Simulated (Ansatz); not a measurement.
The starting structures come from a database of crystals and need not be the phases stable at ambient conditions.

 Where the default PAW files enter, the runs use the earlier of Ansatz's two default sets.

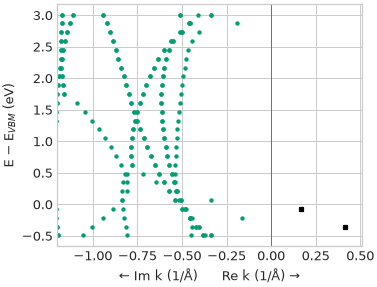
Fig. 1. Complex bands at the centre of the two-dimensional zone; Ansatz (an electronic-structure program) with r2SCAN

The gap is the functional's own, uncorrected, and κ follows it; spin-orbit coupling is left out. Mid-gap values are interpolated between the computed energies.

### Question
This is BaTi(BO3)2 (R-3, not sure to be the ambient phase, 10 atoms a cell, 12.5 Å³ an atom, -5 GPa at this level) along the normal of (001). Read off the slowest decay at the centre of the two-dimensional zone at 1.47 eV, the computed energy nearest the middle of the gap.

### Answer
κ ≈ 0.52 1/Å, a decay length 1/(2κ) of the density of 0.97 Å.
